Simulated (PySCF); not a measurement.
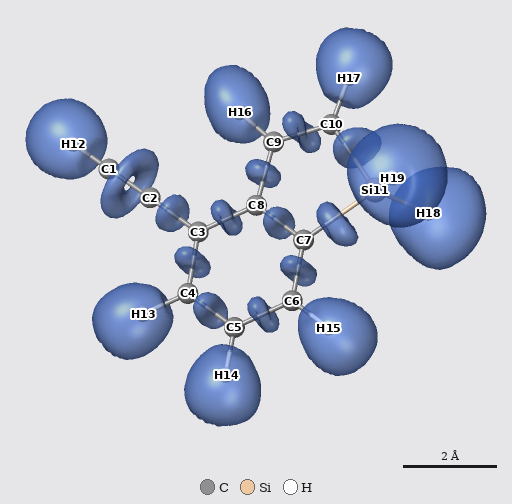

Figure. C10H8Si (SMILES C#Cc1cccc2c1C=C[SiH2]2). Isosurface of the ELF at 0.85 (blue), seen at an oblique angle. Only the valence region is drawn (cores and ρ < 0.01 e/Å³ removed).

Geometry: GFN2-xTB.

Method: PBE0/pcSseg-1, SCF density, gas phase, non-relativistic in PySCF 2.14.0.

The calculation's input:

```
{"job": {"kind": "nmr", "xc": "PBE0", "basis": "pcSseg-1"}, "charge": 0, "multiplicity": 1}
C     -3.115228     1.857540    -0.683285
C     -2.299058     1.022935    -0.401084
C     -1.347018     0.030824    -0.067354
C     -1.775281    -1.250503     0.292035
C     -0.857806    -2.228001     0.619780
C      0.505061    -1.949987     0.596476
C      0.951711    -0.692706     0.245648
C      0.022538     0.307070    -0.089381
C      0.606430     1.591607    -0.443157
C      1.942258     1.671047    -0.408082
Si     2.694726     0.023663     0.109341
H     -3.825501     2.588989    -0.930479
H     -2.834297    -1.465101     0.309362
H     -1.201689    -3.214748     0.895221
H      1.214393    -2.723135     0.855810
H     -0.049765     2.407884    -0.712581
H      2.464493     2.581297    -0.653710
H      3.496729    -0.616736    -0.935609
H      3.397501     0.067309     1.393586
```

Run with:

```sh
OMP_NUM_THREADS=1 python probes_run.py task.json out
```

What do the ELF domains correspond to?

The surface consists of ten regions between bonded C–C atoms (shared pairs), two regions between bonded C–Si atoms (shared pairs) and eight regions around hydrogen nuclei. Profiles from the grid: C–C (1.20 Å): the ELF peaks at about 0.85 between the atoms; a multiple bond. C–Si (1.88 Å): the ELF peaks at about 0.95 between the atoms (localised, covalent bonding).
